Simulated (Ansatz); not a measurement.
**Iridium, beta-Sn type under BLYP: from relaxation to bulk modulus**

What does BLYP give for iridium in the beta-Sn type structure? We relax it, solve it on a dense k-mesh, then scale the cell to 7 volumes from 88 to 112 % of the relaxed one and try a fit of the equation of state. Spin polarisation is left out. The k-meshes are 14×14×9 for the relaxation; 20×20×14 for the dense run; 14×14×10 for the volumes.

Computed with Ansatz 0.2.0 (DFT BLYP, plane waves (420 eV) with PAW, scalar-relativistic; PAW files made under PBE, frozen cores solved again for the functional, unless a step says otherwise).

### Step 1. The system as given

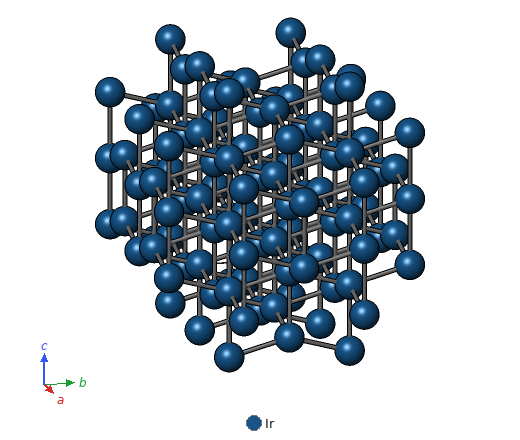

Start, viewed slightly off an axis; iridium blue. 2×1×2 conventional cells are drawn; the run uses a primitive one. Any atoms on the faces are drawn again on the opposite ones, and bonded neighbours outside are added.

As a file:

```
Ir
1.0
    -2.38726    2.38726    1.30344
     2.38726   -2.38726    1.30344
     2.38726    2.38726   -1.30344
Ir
2
Direct
  0.00000 0.00000 0.00000
  0.75000 0.25000 0.50000
```

### Step 2. Relaxation of the cell

Contents of input.yaml:

```yaml
crystal:
  lattice:
    - [-2.3872555793, 2.3872555793, 1.3034415463]
    - [2.3872555793, -2.3872555793, 1.3034415463]
    - [2.3872555793, 2.3872555793, -1.3034415463]
  atoms:
    - { symbol: Ir, position: [0.0, 0.0, 0.0] }
    - { symbol: Ir, position: [0.75, 0.25, 0.5] }
hamiltonian:
  xc: blyp
  pseudopotentials:
    kind: paw
    azcp:
      Ir: "pseudopotentials/Ir.paw.azcp"
basis:
  ecutwfc: 420
  fft_grid_basis: typed
kpoints:
  mp_grid: { grid: [14, 14, 9], shift: [0, 0, 0] }
magnetization:
  spin_polarized: false
scf:
  occupations: { method: fermi_dirac, width: 0.1 }
relax:
  max_steps: 60
  f_tol: 0.01
  cell: {}
output:
  write_density: true
  write_potential: true
  elf: true
  volumetric_format: npy
```

Command:

```console
$ ansatz run input.yaml --threads 2 --pin off --max-ram 5120MiB --backend cpu --events-out ev --progress --plain --runs-dir out
```

What it wrote:

```text
Warning: crystal.symmetry: narrowed to the stabiliser of the k-point mesh — unitary ops 16 → 4; excluded 12 operations that carry a point of the 14×14×9 mesh (shift [0, 0, 0]) off the mesh (the run samples exactly the mesh kpoints.mp_grid names, as under crystal.symmetry.detect: false, and its converged state has the mesh's symmetry, not the crystal's; ε∞, the Born charges and the force constants of a linear response (`dielectric:` by the response, `phonons.method: dfpt`) are averaged over those of the crystal's operations that the state keeps within a tolerance, where `mesh_tensors`, `unaveraged_element` or `gamma_mean_max_change_ev_ang2` stands beside them; a row that `dielectric.field_direction` solves alone is averaged likewise, with nothing beside; a Γ-centred mesh of equal divisions is mapped onto itself by every operation and keeps the whole group, as does a half-shifted one under kpoints.further_shifts: images)
Warning: RAYON_NUM_THREADS=2 ignored (pool sized by the plan → 2); use --threads N
Engine: ansatz 0.2.0, x86_64-unknown-linux-gnu
Pseudopotentials: kind: paw
Pseudopotential: Ir, paw, valence charge 17, recommended cutoff 420 eV (normal), <dir>
Functional definition: BLYP
  parameter beta = 0.0042
  parameter a = 0.04918
  parameter b = 0.132
  parameter c = 0.2533
  parameter d = 0.349
  exchange = b88_x(beta = beta)
  correlation = lyp_c(a = a, b = b, c = c, d = d)
Crystal: 2 atoms, lattice volume = 29.713 Å³
Basis set: ecut = 420 eV, 565 PW (Γ), exchange–correlation on 50×50×50 points (8 copies of the dense FFT grid, shifted against one another)
Bands: 21, of which v1, the nominal top of the filled ones, is band 17 counted from 1 (16 counted from 0)
Symmetry: 4 space group operations
k-points: 477 of 1764
Non-local potential: Ir, projectors of the file, l = 0: 3, l = 1: 2, l = 2: 2, l = 3: 1
PAW form: soft (Blöchl's): semilocal exchange-correlation on the pseudo side does not see the compensation charge
PAW frozen core: Ir, regenerated for the run's functional, and the local potential with it (the file was generated under x = pbe(κ = 0.804, μ = 0.2195149727645171), c = pbe(β = 0.06672455060314922))
PAW one-centre angular grid: Ir, 590 points (default); XC on 64 Gauss nodes
Initial density: superposition of atomic densities (neutral atoms: chi_scale 0, normalization atom), corrected by the library's trained network
Initial wavefunctions: pseudopotential atomic-orbital guess
Functional: x = b88, c = lyp
SCF iter   1: F=—  HF=-23920.008456 eV  |F-HF|=—  |Δ(HF+E_count)|=         —  Δρ=1.32e-2  dr2=4.62e-2  ethr=1.77e-3  ⟨swp⟩=4.6  Hψ=38491  notcnv=0
preconditioner: auto → Kerker (q_TF=auto, 2.790 Å⁻¹)  [metal: Δε(μ)=0.018 eV  Ē_g=7.708 eV  σ=0.100 eV  W_gap=0.05  n_scr=16 (ndim 8)  ℏωp=28.9 eV  f_vac=0.000  D(μ)=2.09/eV (n_scr^D=16)]
SCF iter   2: F=—  HF=-23920.002011 eV  |F-HF|=—  |Δ(HF+E_count)|=   6.45e-3  Δρ=7.74e-3  dr2=1.59e-2  ethr=1.36e-4  ⟨swp⟩=1.0  Hψ=13833  notcnv=0
SCF iter   3: F=—  HF=-23919.998874 eV  |F-HF|=—  |Δ(HF+E_count)|=   3.14e-3  Δρ=1.24e-3  dr2=2.97e-4  ethr=4.69e-5  ⟨swp⟩=2.0  Hψ=14136  notcnv=0
SCF iter   4: F=—  HF=-23919.998931 eV  |F-HF|=—  |Δ(HF+E_count)|=   5.78e-5  Δρ=1.99e-4  dr2=8.15e-6  ethr=8.73e-7  ⟨swp⟩=2.4  Hψ=14821  notcnv=0
SCF iter   5: F=—  HF=-23919.998939 eV  |F-HF|=—  |Δ(HF+E_count)|=   8.00e-6  Δρ=4.28e-5  dr2=2.53e-7  ethr=2.40e-8  ⟨swp⟩=2.0  Hψ=14082  notcnv=0
SCF iter   6: F=-23919.998940 eV  HF=-23919.998940 eV  |F-HF|=8.81e-9  |Δ(HF+E_count)|=   2.75e-7  Δρ=8.67e-6  dr2=1.32e-8  ethr=2.94e-10  ⟨swp⟩=7.3  Hψ=58118  notcnv=0
SCF 1 converged in 6 iterations: F = -23919.998940 eV  dr2 = 1.32e-8
relax step   1: F+E_penalty+E_count = -23919.99893968 eV  Δ(F+E_penalty+E_count) = +0.000e0 eV  max|allowed force component| = 1.556e-3 eV/Å  Δτ_max = 0.0000 Å  P = +45.134 GPa  Ω = 29.713 Å³  (6 SCF iters, dr2 threshold 1.00e-7 eV, accepted)
[... from here on, the SCF cycles and remarks between the steps are left out ...]
relax step   2: F+E_penalty+E_count = -23920.54018097 eV  Δ(F+E_penalty+E_count) = -5.412e-1 eV  max|allowed force component| = 7.532e-4 eV/Å  Δτ_max = 0.0000 Å  P = +5.542 GPa  Ω = 33.337 Å³  energy of the carried Pulay correction = -1.479e-3 eV  (6 SCF iters, dr2 threshold 2.00e-7 eV, accepted)
relax step   3: F+E_penalty+E_count = -23920.56145523 eV  Δ(F+E_penalty+E_count) = -2.127e-2 eV  max|allowed force component| = 5.673e-4 eV/Å  Δτ_max = 0.0000 Å  P = +1.220 GPa  Ω = 33.937 Å³  energy of the carried Pulay correction = -1.711e-3 eV  (6 SCF iters, dr2 threshold 2.00e-7 eV, accepted)
relax step   4: F+E_penalty+E_count = -23920.56725904 eV  Δ(F+E_penalty+E_count) = -5.804e-3 eV  max|allowed force component| = 8.994e-5 eV/Å  Δτ_max = 0.0003 Å  P = +0.013 GPa  Ω = 34.171 Å³  energy of the carried Pulay correction = -1.805e-3 eV  (6 SCF iters, dr2 threshold 2.00e-7 eV, accepted)
relax step   5: F+E_penalty+E_count = -23920.56730311 eV  Δ(F+E_penalty+E_count) = -4.407e-5 eV  max|allowed force component| = 1.496e-4 eV/Å  Δτ_max = 0.0002 Å  P = +0.009 GPa  Ω = 34.166 Å³  energy of the carried Pulay correction = -1.803e-3 eV  (6 SCF iters, dr2 threshold 1.26e-7 eV, accepted)
relax step   6: F+E_penalty+E_count = -23920.56756817 eV  Δ(F+E_penalty+E_count) = -2.651e-4 eV  max|allowed force component| = 1.268e-4 eV/Å  Δτ_max = 0.0025 Å  P = +0.062 GPa  Ω = 34.153 Å³  energy of the carried Pulay correction = -1.798e-3 eV  (6 SCF iters, dr2 threshold 8.58e-9 eV, accepted)
relax step   7: F+E_penalty+E_count = -23920.57238615 eV  Δ(F+E_penalty+E_count) = -4.818e-3 eV  max|allowed force component| = 1.818e-4 eV/Å  Δτ_max = 0.0101 Å  P = -0.019 GPa  Ω = 34.127 Å³  energy of the carried Pulay correction = -1.787e-3 eV  (6 SCF iters, dr2 threshold 2.00e-7 eV, accepted)
relax step   8: F+E_penalty+E_count = -23920.62455794 eV  Δ(F+E_penalty+E_count) = -5.217e-2 eV  max|allowed force component| = 6.321e-2 eV/Å  Δτ_max = 0.0285 Å  P = -0.358 GPa  Ω = 33.926 Å³  energy of the carried Pulay correction = -1.708e-3 eV  (6 SCF iters, dr2 threshold 2.00e-7 eV, accepted)
relax step   9: F+E_penalty+E_count = -23920.71886199 eV  Δ(F+E_penalty+E_count) = -9.430e-2 eV  max|allowed force component| = 1.557e-1 eV/Å  Δτ_max = 0.0288 Å  P = -0.443 GPa  Ω = 33.546 Å³  energy of the carried Pulay correction = -1.562e-3 eV  (6 SCF iters, dr2 threshold 2.00e-7 eV, accepted)
relax step  10: F+E_penalty+E_count = -23920.80673301 eV  Δ(F+E_penalty+E_count) = -8.787e-2 eV  max|allowed force component| = 1.582e-1 eV/Å  Δτ_max = 0.0260 Å  P = +1.100 GPa  Ω = 32.954 Å³  energy of the carried Pulay correction = -1.325e-3 eV  (6 SCF iters, dr2 threshold 2.00e-7 eV, accepted)
relax step  11: F+E_penalty+E_count = -23920.75639000 eV  Δ(F+E_penalty+E_count) = +5.034e-2 eV  max|allowed force component| = 1.553e-1 eV/Å  Δτ_max = 0.0426 Å  P = -0.292 GPa  Ω = 33.129 Å³  energy of the carried Pulay correction = -1.375e-3 eV  (6 SCF iters, dr2 threshold 2.00e-7 eV, rejected (line search))
relax step  12: F+E_penalty+E_count = -23920.82281565 eV  Δ(F+E_penalty+E_count) = -1.608e-2 eV  max|allowed force component| = 6.582e-2 eV/Å  Δτ_max = 0.0204 Å  P = -0.522 GPa  Ω = 32.979 Å³  energy of the carried Pulay correction = -1.333e-3 eV  (8 SCF iters, accepted)
relax step  13: F+E_penalty+E_count = -23920.82311638 eV  Δ(F+E_penalty+E_count) = -3.007e-4 eV  max|allowed force component| = 7.713e-2 eV/Å  Δτ_max = 0.0138 Å  P = +1.276 GPa  Ω = 32.834 Å³  energy of the carried Pulay correction = -1.275e-3 eV  (6 SCF iters, dr2 threshold 2.00e-7 eV, accepted)
relax step  14: F+E_penalty+E_count = -23920.82254036 eV  Δ(F+E_penalty+E_count) = +5.760e-4 eV  max|allowed force component| = 4.883e-2 eV/Å  Δτ_max = 0.0092 Å  P = +0.324 GPa  Ω = 32.831 Å³  energy of the carried Pulay correction = -1.274e-3 eV  (6 SCF iters, dr2 threshold 2.00e-7 eV, rejected (line search))
relax step  15: F+E_penalty+E_count = -23920.82448127 eV  Δ(F+E_penalty+E_count) = -1.365e-3 eV  max|allowed force component| = 6.200e-3 eV/Å  Δτ_max = 0.0073 Å  P = -0.487 GPa  Ω = 32.999 Å³  energy of the carried Pulay correction = -1.340e-3 eV  (7 SCF iters, accepted)
relax step  16: F+E_penalty+E_count = -23920.82460739 eV  Δ(F+E_penalty+E_count) = -1.261e-4 eV  max|allowed force component| = 1.060e-3 eV/Å  Δτ_max = 0.0008 Å  P = -0.036 GPa  Ω = 32.942 Å³  energy of the carried Pulay correction = -1.318e-3 eV  (6 SCF iters, dr2 threshold 2.00e-7 eV, accepted)
relax step  17: F+E_penalty+E_count = -23920.82460988 eV  Δ(F+E_penalty+E_count) = -2.486e-6 eV  max|allowed force component| = 1.881e-4 eV/Å  Δτ_max = 0.0002 Å  P = -0.004 GPa  Ω = 32.939 Å³  energy of the carried Pulay correction = -1.316e-3 eV  (7 SCF iters, accepted)
relax step  18: F+E_penalty+E_count = -23920.89852103 eV  Δ(F+E_penalty+E_count) = -7.391e-2 eV  max|allowed force component| = 2.551e-3 eV/Å  Δτ_max = 0.0000 Å  P = +3.556 GPa  Ω = 32.939 Å³  stress off target by 9.33e0 GPa  SCF on the basis re-selected at this cell (its energy is not comparable with the rows above)  (7 SCF iters)
relax step  19: F+E_penalty+E_count = -23920.92914301 eV  Δ(F+E_penalty+E_count) = -3.062e-2 eV  max|allowed force component| = 4.472e-3 eV/Å  Δτ_max = 0.0116 Å  P = +1.822 GPa  Ω = 33.110 Å³  energy of the carried Pulay correction = -8.059e-5 eV  (6 SCF iters, dr2 threshold 2.00e-7 eV, accepted)
relax step  20: F+E_penalty+E_count = -23920.94120971 eV  Δ(F+E_penalty+E_count) = -1.207e-2 eV  max|allowed force component| = 7.316e-4 eV/Å  Δτ_max = 0.0080 Å  P = -0.093 GPa  Ω = 33.320 Å³  energy of the carried Pulay correction = -1.799e-4 eV  (6 SCF iters, dr2 threshold 2.00e-7 eV, accepted)
relax step  21: F+E_penalty+E_count = -23920.94124438 eV  Δ(F+E_penalty+E_count) = -3.467e-5 eV  max|allowed force component| = 4.017e-4 eV/Å  Δτ_max = 0.0006 Å  P = +0.022 GPa  Ω = 33.308 Å³  energy of the carried Pulay correction = -1.751e-4 eV  (6 SCF iters, dr2 threshold 1.50e-7 eV, accepted)
relax step  22: F+E_penalty+E_count = -23920.94139694 eV  Δ(F+E_penalty+E_count) = -1.526e-4 eV  max|allowed force component| = 4.419e-4 eV/Å  Δτ_max = 0.0000 Å  P = +0.025 GPa  Ω = 33.308 Å³  stress off target by 5.48e-2 GPa  SCF on the basis re-selected at this cell (its energy is not comparable with the rows above)  (8 SCF iters)
relax step  23: F+E_penalty+E_count = -23920.94139712 eV  Δ(F+E_penalty+E_count) = -1.828e-7 eV  max|allowed force component| = 3.645e-5 eV/Å  Δτ_max = 0.0001 Å  P = +0.000 GPa  Ω = 33.311 Å³  energy of the carried Pulay correction = -1.135e-6 eV  (7 SCF iters, accepted)
relax step  24: F+E_penalty+E_count = -23920.94139829 eV  Δ(F+E_penalty+E_count) = -1.165e-6 eV  max|allowed force component| = 3.676e-5 eV/Å  Δτ_max = 0.0000 Å  P = +0.000 GPa  Ω = 33.311 Å³  stress off target by 9.32e-4 GPa  SCF on the basis re-selected at this cell (its energy is not comparable with the rows above)  (7 SCF iters)
basis re-selected at this cell: Δ(F+E_penalty+E_count) = -1.165e-6 eV, ΔP = -0.000 GPa vs the last step (what re-selecting the basis moved, of the pressure what is left beyond the Pulay correction that the steps carried, after the strain that the cell walked since its last selection, with what the two solves' SCF thresholds leave and, on support functions, any second-order correction that the steps lacked; it is no measure of the basis error at this ecutwfc). This SCF's stress stands 9.32e-4 GPa from its target on what of the cell is left free (relax.cell.stress_tol is 5.00e-2 GPa) and its largest allowed force component is 3.68e-5 eV/Å (relax.f_tol is 1.00e-2 eV/Å): within both
SCF converged after 7 iterations
Free energy (F): -23920.941398 eV
Harris-Foulkes:  -23920.941398 eV  (|F-HF|=7.28e-12)
Internal energy: -23920.864720 eV  (E = F + TS)
E sigma→0 (E₀):  -23920.903059 eV
Entropy (-TS):   -0.076678 eV (-38.339 meV/atom)
Fermi energy:    21.204202 eV
--- Per-component energies (eV) ---
  E_band       = -291.650520
  E_kinetic    = 1242.963022
  E_local      = -2626.017888  (includes V_loc(G=0)·N_el)
  E_nonlocal   = 145.058133
  E_hartree    = 997.228626
  E_xc         = -525.936174
  E_vxc        = -586.294366  (∫ρ·V_xc dr)
  E_paw        = -18506.139961  (= ΣΔE_a)
  E_vpaw       = -461.816746  (= ΣTr[D̂ρ^β])
  E_aug_tail   = 0.000074  (compensation charges beyond the density's cutoff)
  E_ewald      = -4648.320854
  E_core_change = 0.300302  (= ΣΔE_core)
  E_smearing   = -0.076678  (= −TS)
  E_closure    = 0.000000  (closes the sum)
  Σ components = -23920.941398   (vs F -23920.941398, Δ=0.00e0)
--- Forces (eV/Å), atoms counted from 1 ---
  atom   1  Ir    -0.00003676     0.00003676    -0.00000000
  atom   2  Ir     0.00003676    -0.00003676     0.00000000
  max |Σ_I F_I| component: 0.00e0 eV/Å
--- Stress (GPa, compression-positive) ---
        0.000131       0.000411       0.000404
        0.000411       0.000131       0.000404
        0.000404       0.000404       0.000093
  P = ⅓ Tr σ = 0.0001 GPa (0.001 kbar)
--- Band table (eV; the first three rows and the last of 477) ---
  k-point 0: bands = ["-70.9411", "-70.8583", "-28.0396", "-27.8953", "-27.6910", "-27.5415", "-27.4513", "-27.4506", "12.1405", "15.2150", "16.0322", "16.5113", "17.6374", "19.6801", "20.2058", "20.5228", "21.6490", "21.6721", "22.9541", "26.0264", "28.4294"]
  k-point 1: bands = ["-70.9386", "-70.8607", "-28.0251", "-27.8835", "-27.6865", "-27.5460", "-27.4699", "-27.4631", "12.3388", "15.3189", "15.8254", "16.9177", "17.5569", "19.3711", "19.9384", "20.9191", "21.2689", "21.9319", "22.9918", "25.0260", "28.7512"]
  k-point 2: bands = ["-70.9314", "-70.8679", "-27.9829", "-27.8504", "-27.6733", "-27.5588", "-27.5220", "-27.4990", "12.9114", "15.4703", "15.7946", "17.3242", "17.6537", "18.9623", "19.4535", "20.5802", "21.5697", "22.3796", "22.7034", "23.1160", "29.6706"]
  k-point 476: bands = ["-70.9019", "-70.8964", "-28.0558", "-28.0335", "-27.6374", "-27.5979", "-27.4136", "-27.3937", "14.8400", "14.9070", "17.3279", "17.7694", "19.6028", "19.8247", "19.9550", "19.9991", "20.9602", "21.1581", "21.4889", "21.5572", "26.6715"]
--- Relaxed structure (21 steps of the walk, 19 accepted, 3 SCFs on fresh bases) ---
  F+E_penalty+E_count = -23920.94139829 eV   max|allowed force component| = 3.676e-5 eV/Å   (the final SCF, on the basis selected at the relaxed cell)
  cell:  # Å, volume = 33.3106 Å³
    - [-2.220673276113722, 2.5816772430507555, 1.336987322977593]
    - [2.5816772430507555, -2.220673276113722, 1.336987322977593]
    - [2.5027679957067885, 2.5027679957067885, -0.6758078963541049]
  atoms:
    - { symbol: Ir, position: [0.02117645326629517, -0.02117645326629517, 0.0] }
    - { symbol: Ir, position: [0.7288235467337052, 0.2711764532662951, 0.5000000000000001] }
```

Wall time 1.7 min (2 threads of Intel Xeon 6975P-C (Granite Rapids), shared host); peak memory 0.61 GiB.

Relaxation path:

```csv
step,energy change (meV/atom),largest force (eV/Å),pressure (GPa),volume (Å³/atom),accepted
1,0.00,0.0016,45.13,14.857,yes
2,-270.62,0.0008,5.54,16.668,yes
3,-281.26,0.0006,1.22,16.969,yes
4,-284.16,0.0001,0.01,17.085,yes
5,-284.18,0.0001,0.01,17.083,yes
6,-284.31,0.0001,0.06,17.076,yes
7,-286.72,0.0002,-0.02,17.064,yes
8,-312.81,0.0632,-0.36,16.963,yes
9,-359.96,0.1557,-0.44,16.773,yes
10,-403.90,0.1582,1.10,16.477,yes
11,-378.73,0.1553,-0.29,16.565,no
12,-411.94,0.0658,-0.52,16.489,yes
13,-412.09,0.0771,1.28,16.417,yes
14,-411.80,0.0488,0.32,16.415,no
15,-412.77,0.0062,-0.49,16.500,yes
16,-412.83,0.0011,-0.04,16.471,yes
17,-412.84,0.0002,0.00,16.469,yes
18,-449.79,0.0026,3.56,16.469,yes
19,-465.10,0.0045,1.82,16.555,yes
20,-471.14,0.0007,-0.09,16.660,yes
21,-471.15,0.0004,0.02,16.654,yes
22,-471.23,0.0004,0.02,16.654,yes
23,-471.23,0.0000,0.00,16.655,yes
24,-471.23,0.0000,0.00,16.655,yes
```

Steps that repeat a cell are solved on a basis chosen anew, so their changes of energy are no gain of the relaxation.

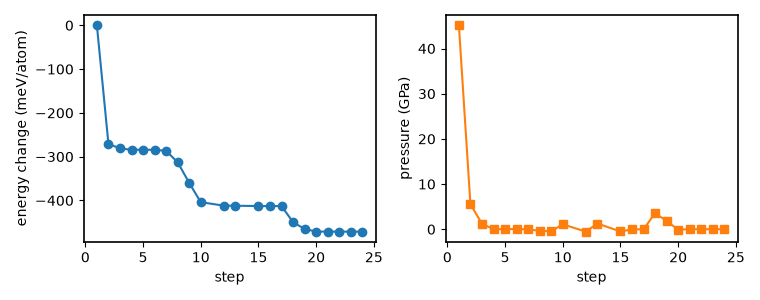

Energy and pressure over the accepted steps.

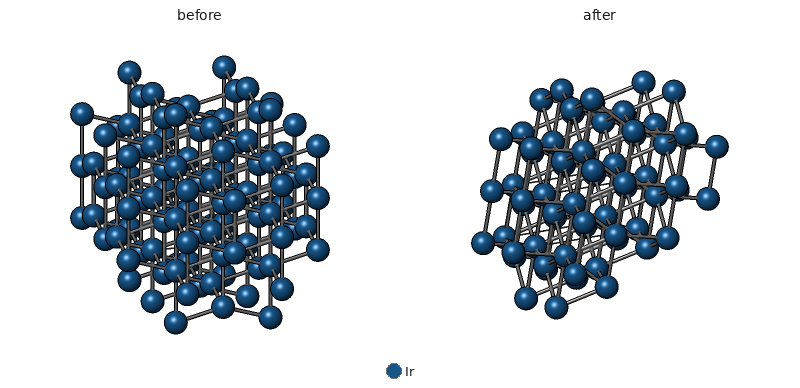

Start and end of the relaxation side by side. The cells drawn are those of the first picture.

The cell of the run, before and after:

|  | before | after | change |
| --- | --- | --- | --- |
| a (Å) | 3.619 | 3.658 | +1.1 % |
| b (Å) | 3.619 | 3.658 | +1.1 % |
| c (Å) | 3.619 | 3.603 | -0.4 % |
| α (°) | 97.45 | 90.00 | -7.6 % |
| β (°) | 97.45 | 90.00 | -7.6 % |
| γ (°) | 137.78 | 136.31 | -1.1 % |
| volume (Å³/atom) | 14.857 | 16.655 | +12.1 % |
| shortest distance (Å) | 2.475 | 2.662 | +7.6 % |
| space group (spins left aside) | I4_1/amd | Cmcm | changed |

### Step 3. The energy on a finer k-mesh

Contents of input.yaml:

```yaml
crystal:
  lattice:
    - [-2.2206732761, 2.5816772431, 1.336987323]
    - [2.5816772431, -2.2206732761, 1.336987323]
    - [2.5027679957, 2.5027679957, -0.6758078964]
  atoms:
    - { symbol: Ir, position: [0.0211764533, 0.9788235467, 1.0] }
    - { symbol: Ir, position: [0.7288235467, 0.2711764533, 0.5] }
hamiltonian:
  xc: blyp
  pseudopotentials:
    kind: paw
    azcp:
      Ir: "pseudopotentials/Ir.paw.azcp"
basis:
  ecutwfc: 420
  fft_grid_basis: typed
kpoints:
  mp_grid: { grid: [20, 20, 14], shift: [0, 0, 0] }
magnetization:
  spin_polarized: false
scf:
  occupations: { method: fermi_dirac, width: 0.1 }
output:
  write_density: true
  write_potential: true
  elf: true
  volumetric_format: npy
```

Command:

```console
$ ansatz run input.yaml --threads 2 --pin off --max-ram 5120MiB --backend cpu --events-out ev --progress --plain --runs-dir out
```

What it wrote, shortened:

```text
Warning: 4 symmetry operations that the atoms keep within the bar at which the run's group was sought (crystal.symmetry.tolerance 1.0e-5, or twice it) were not taken beside the 4 unitary ones that the detection took (of a slab, those that keep its plane). If the more symmetric cell is [...]
Warning: RAYON_NUM_THREADS=2 ignored (pool sized by the plan → 2); use --threads N
[...]
[... 3 set-up lines as earlier in the session ...]
[...]
Crystal: 2 atoms, lattice volume = 33.311 Å³
Basis set: ecut = 420 eV, 647 PW (Γ), exchange–correlation on 50×50×50 points (8 copies of the dense FFT grid, shifted against one another)
Bands: 21, of which v1, the nominal top of the filled ones, is band 17 counted from 1 (16 counted from 0)
[... 1 set-up line as earlier in the session ...]
Space group: C2/c (ITA 15), of the structure as read, at distance tolerance 3.2e-5 Å
k-points: 1482 of 5600
[...]
SCF iter   1: F=—  HF=-23920.950000 eV  |F-HF|=—  |Δ(HF+E_count)|=         —  Δρ=1.42e-2  dr2=5.54e-2  ethr=1.77e-3  ⟨swp⟩=4.4  Hψ=117931  notcnv=0
[...]
SCF iter   6: F=-23920.941216 eV  HF=-23920.941216 eV  |F-HF|=2.45e-8  |Δ(HF+E_count)|=   5.82e-7  Δρ=1.34e-5  dr2=4.89e-8  ethr=2.94e-10  ⟨swp⟩=4.1  Hψ=99203  notcnv=0
[...]
SCF converged after 6 iterations
Free energy (F): -23920.941216 eV
[...]
E sigma→0 (E₀):  -23920.903151 eV
Entropy (-TS):   -0.076130 eV (-38.065 meV/atom)
Fermi energy:    21.204341 eV
[...]
--- Band table (eV; the first three rows and the last of 1482) ---
  k-point 0: bands = ["-70.9414", "-70.8586", "-28.0409", "-27.8974", "-27.6883", "-27.5388", "-27.4527", "-27.4526", "12.1408", "15.2147", "16.0340", "16.5094", "17.6397", "19.6809", "20.2062", "20.5233", "21.6472", "21.6729", "22.9522", "26.0262", "28.4290"]
[...]
```

It took 15 s on 2 threads of Intel Xeon 6975P-C (Granite Rapids), shared host; peak memory 1 GiB.

The maps below are laid out on this run's own conventional cell (a, b, c = 2.722, 6.792, 3.603 Å).

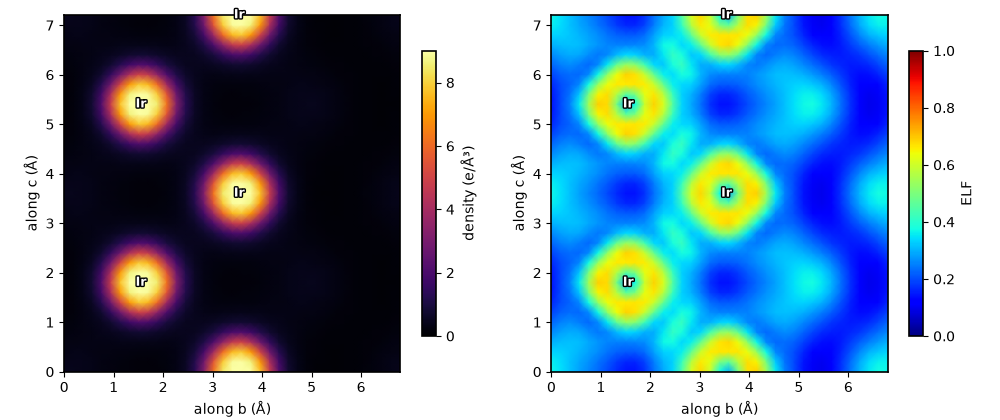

Density (left) and ELF (right) in a lattice plane of the grid's cell (edges 6.79 and 3.60 Å, at 0.500 of the third edge), which holds Ir. Only atoms in the plane are labelled. Both are smooth fields of the valence electrons: close to the nuclei they are not physical.

(Part 1 of 2 ends here.)
